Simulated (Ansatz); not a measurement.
# CdGa2Mo4, from a guessed structure to a relaxed one, part 2 of 2

This structure for CdGa2Mo4 is made up. Its elements were placed in a known structure type with a cell scaled to their sizes. What cell does the guess relax to, and how far off was it?

Ansatz 0.2.0; DFT, PBE, plane-wave PAW, files of the set soft_1, scalar-relativistic, no spin, cell and ions relaxed at zero pressure; PAW set soft_1 (the session's first sound run).

So far: Set-up; Relaxation of the guess. The relaxed cell has a = 5.324, c = 11.062 Å (conventional setting).

## (3) Bands of the relaxed cell

With the geometry fixed, one more self-consistent run, with a narrower smearing and the mesh shown in its input, gives the bands, and its pressure, and its forces where symmetry allows any, show how far the geometry depends on these settings.

This step: DFT, PBE, plane-wave PAW, files of the set soft_1, scalar-relativistic, no spin, bands and density of states at the relaxed cell; PAW set soft_1 (Ansatz 0.2.0).

Input file input.yaml:

```yaml
crystal:
  lattice:
    - [-2.6618959062, 2.6618959062, 5.5307716973]
    - [2.6618959062, -2.6618959062, 5.5307716973]
    - [2.6618959062, 2.6618959062, -5.5307716973]
  atoms:
    - { symbol: Cd, position: [0.0, 0.0, 0.0] }
    - { symbol: Mo, position: [0.1910771881, 0.5275435063, 0.1243587723] }
    - { symbol: Mo, position: [0.9332815842, 0.8089228119, 0.3364663182] }
    - { symbol: Mo, position: [0.403184734, 0.0667184158, 0.8756412277] }
    - { symbol: Mo, position: [0.4724564937, 0.596815266, 0.6635336818] }
    - { symbol: Ga, position: [0.5, 0.5, 0.0] }
    - { symbol: Ga, position: [0.75, 0.25, 0.5] }
kpoints:
  mp_grid: { grid: [8, 8, 8] }
  band_path:
    path:
      - [[0.0, 0.0, 0.0], [0.5, -0.5, 0.0], [0.5, -0.5, 0.11581923], [0.30790962, -0.30790962, 0.30790962], [0.0, 0.0, 0.0], [0.5, 0.5, -0.5], [0.69209038, 0.30790962, -0.30790962], [0.5, 0.0, 0.0], [0.75, -0.25, -0.25], [0.88418077, 0.11581923, -0.5], [0.5, 0.5, -0.5]]
      - [[0.5, -0.5, 0.0], [0.75, -0.25, -0.25]]
    npoints: 7
scf:
  occupations: { method: fermi_dirac, width: 0.03 }
  n_extra_bands: 11
hamiltonian:
  xc: pbe
  pseudopotentials: { kind: paw, azcp: { folder: soft_1 } }
output:
  forces: true
  stress: true
  write_bands: true
  dos: { projected: true }
  write_density: true
  write_potential: true
  elf: true
  volumetric_format: npy
```

Started as:

```sh
> ansatz run input.yaml --threads 4 --pin off --max-ram 10240MiB --backend cpu --events-out ev --progress --plain --runs-dir out
```

Numbers of over 12 decimals in the logs are rounded to 6 here.

The log of the run:

```text
[...]
Crystal: 7 atoms, lattice volume = 156.757 Å³
Basis set: ecut = 420 eV, 3035 PW (Γ), exchange–correlation on 90×90×90 points (8 copies of the dense FFT grid, shifted against one another)
Bands: 62, of which v1, the nominal top of the filled ones, is band 51 counted from 1 (50 counted from 0)
Symmetry: 4 space group operations
[...]
k-points: 78 of 512 (time reversal used)
[...]
SCF iter   1: F=—  HF=-35641.467927 eV  |F-HF|=—  |Δ(HF+E_count)|=         —  Δρ=7.91e-2  dr2=1.33e1  ethr=3.10e-3  ⟨swp⟩=6.0  Hψ=16310  notcnv=0
[...]
SCF iter   9: F=-35638.209660 eV  HF=-35638.209660 eV  |F-HF|=1.24e-8  |Δ(HF+E_count)|=   2.47e-7  Δρ=5.25e-6  dr2=3.62e-8  ethr=9.80e-11  ⟨swp⟩=14.1  Hψ=31138  notcnv=0
SCF 1 converged in 9 iterations: F = -35638.209660 eV  dr2 = 3.62e-8
[...]
NSCF: frozen V_eff on 79 k-points
SCF converged after 9 iterations
Free energy (F): -35638.209660 eV
[...]
Internal energy: -35638.197407 eV  (E = F + TS)
E sigma→0 (E₀):  -35638.203534 eV
Entropy (-TS):   -0.012253 eV (-1.750 meV/atom)
Fermi energy:    11.637313 eV
[...]
--- Forces (eV/Å), atoms counted from 1 ---
  atom   1  Cd    -0.00000000     0.00000000     0.00000000
  atom   2  Mo     0.00466919    -0.00476361    -0.00515371
  atom   3  Mo     0.00476361     0.00466919     0.00515371
  atom   4  Mo    -0.00466919     0.00476361    -0.00515371
  atom   5  Mo    -0.00476361    -0.00466919     0.00515371
  atom   6  Ga    -0.00000000     0.00000000     0.00000000
  atom   7  Ga    -0.00000000     0.00000000     0.00000000
  max |Σ_I F_I| component: 3.38e-17 eV/Å
--- Stress (GPa, compression-positive) ---
       -0.014431       0.000000      -0.000000
       -0.000000      -0.014431       0.000000
       -0.000000       0.000000       0.027615
  P = ⅓ Tr σ = -0.0004 GPa (-0.004 kbar)
--- Band table (eV; the first three rows and the last of 78) ---
  k-point 0: bands = [... 47 lower, 10.7568, 10.7568, 11.0588, 11.4091, 11.4091, 11.7404, 11.9996, 12.6932, ... 7 higher]
  k-point 1: bands = [... 47 lower, 10.6312, 10.9504, 11.0155, 11.2682, 11.4269, 11.9569, 12.0958, 12.6419, ... 7 higher]
  k-point 2: bands = [... 47 lower, 10.5375, 10.5870, 11.0630, 11.4989, 11.9106, 12.2039, 12.3855, 12.7042, ... 7 higher]
  k-point 77: bands = [... 47 lower, 10.3447, 10.3447, 10.5955, 11.1400, 11.6298, 12.2485, 12.2593, 12.2593, ... 7 higher]
```

The job ended after 31 s (4 threads of Arm Neoverse V2, shared host; peak memory 1.1 GiB; 2.1 min of CPU time).

This step gave:

```yaml
free_energy: -35638.2097 eV
energy_at_zero_smearing: -35638.2035 eV
smearing_term_ts: 0.01225 eV
pressure: -4.16e-4 GPa
```

bands.tsv at the labelled points (eV, zero at the Fermi level; the bands that come nearest the Fermi level along the path):

| point | band 48 | band 49 | band 50 | band 51 | band 52 | band 53 | band 54 | band 55 |
| --- | --- | --- | --- | --- | --- | --- | --- | --- |
| Γ | -0.88 | -0.88 | -0.58 | -0.23 | -0.23 | 0.10 | 0.36 | 1.06 |
| X | -1.65 | -1.11 | -0.76 | -0.15 | 0.65 | 0.74 | 0.98 | 1.14 |
| Y | -1.36 | -1.17 | -0.48 | -0.02 | 0.21 | 0.64 | 1.08 | 1.17 |
| S | -1.21 | -0.87 | -0.41 | -0.03 | 0.23 | 0.47 | 0.74 | 1.06 |
| Γ | -0.88 | -0.88 | -0.58 | -0.23 | -0.23 | 0.10 | 0.36 | 1.06 |
| Z | -1.29 | -1.29 | -1.04 | -0.50 | -0.01 | 0.61 | 0.62 | 0.62 |
| S1 | -1.21 | -0.87 | -0.41 | -0.03 | 0.23 | 0.47 | 0.74 | 1.06 |
| N | -1.02 | -0.74 | -0.44 | -0.28 | 0.29 | 0.32 | 0.67 | 1.24 |
| P | -1.51 | -0.83 | -0.80 | -0.51 | 0.69 | 0.96 | 0.99 | 1.09 |
| Y1 | -1.36 | -1.17 | -0.48 | -0.02 | 0.21 | 0.64 | 1.08 | 1.17 |
| Z | -1.29 | -1.29 | -1.04 | -0.50 | -0.01 | 0.61 | 0.62 | 0.62 |
| X | -1.65 | -1.11 | -0.76 | -0.15 | 0.65 | 0.74 | 0.98 | 1.14 |
| P | -1.51 | -0.83 | -0.80 | -0.51 | 0.69 | 0.96 | 0.99 | 1.09 |

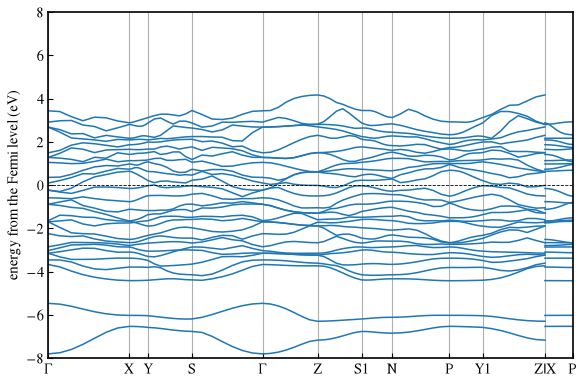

Bands along the path. 35 bands lie wholly below the window drawn.

States per cell as run, both spins, in windows of 1 eV, from dos.tsv (zero at the Fermi level):

| from | to | total |
| --- | --- | --- |
| -8 | -7 | 0.78 |
| -7 | -6 | 2.29 |
| -6 | -5 | 0.94 |
| -5 | -4 | 2.30 |
| -4 | -3 | 5.93 |
| -3 | -2 | 7.23 |
| -2 | -1 | 7.03 |
| -1 | 0 | 5.55 |
| 0 | 1 | 6.43 |
| 1 | 2 | 7.02 |

A further 70.0 states lie below the table's range.

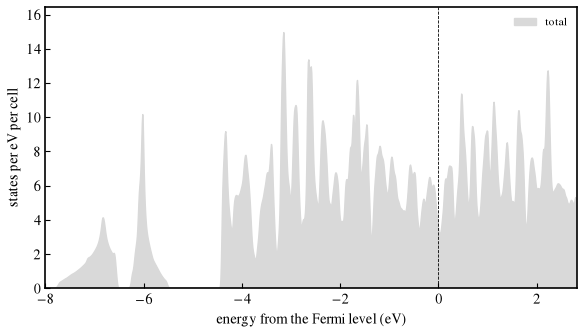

Total density of states, smoothed over about 0.04 eV.

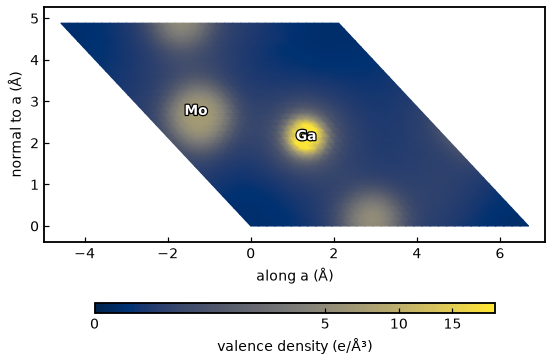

Valence density in the ac plane of the cell as run, not the conventional one, at fractional y = 0.500, with atoms of Mo and Ga within 0.2 Å of it. It is the smooth field of the valence electrons, not physical close to the nuclei. The map starts off the cell's origin, so that atoms lie inside it. The colour scale is stretched toward low values.

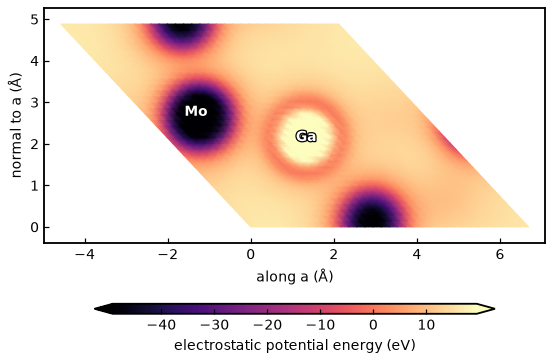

Electrostatic potential energy in the ac plane of the cell as run, not the conventional one, at fractional y = 0.500, with atoms of Mo and Ga within 0.2 Å of it. With pseudopotentials it is smooth inside the atoms' cores, unlike the true potential. The map starts off the cell's origin, so that atoms lie inside it.

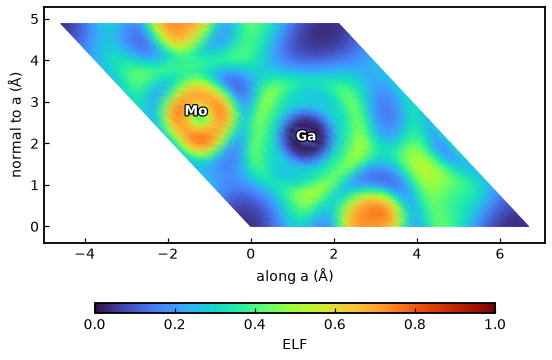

ELF in the ac plane of the cell as run, not the conventional one, at fractional y = 0.500, with atoms of Mo and Ga within 0.2 Å of it. It is the smooth field of the valence electrons, not physical close to the nuclei. The map starts off the cell's origin, so that atoms lie inside it.

## (4) Results

| Property | Result |
| --- | --- |
| space group, relaxed | I-4 |
| conventional cell | a = 5.324, b = 5.324, c = 11.062 Å; α = 90.0°, β = 90.0°, γ = 90.0° |
| volume per atom | 22.39 Å³ (guess 19.85) |

**Reading.** CdGa2Mo4 relaxes to I-4 with a = 5.324, b = 5.324 and c = 11.062 Å. The guessed volume was 11 % too small. The space group I-4 was held in the relaxation, so the end point is a stationary structure within it and may be a saddle against distortions or other arrangements. Bands cross the Fermi level, so it is a metal or semimetal at this level. On the 8×8×8 mesh with the narrower smearing (relaxed on 7×7×7) the largest force component is 0.005 eV/Å and the largest stress component is 0.028 GPa, within the relaxation's thresholds of 0.015 eV/Å and 0.05 GPa. The cutoff wasn't tested. No dispersion term is used, so weakly bound directions may come out too long. The runs have no spin, and magnetism wasn't tested. Nothing here tests whether the compound is stable against decomposition.

[Logs are printed without paths, hosts, clocks, repeated set-up lines and the standing remarks that a program may print on its own settings, such as how far it seeks lower states.]

[Hosts, paths, dates, database ids (printed as entryN), source tags and the programs' standing remarks are cut or masked in the printed files.]
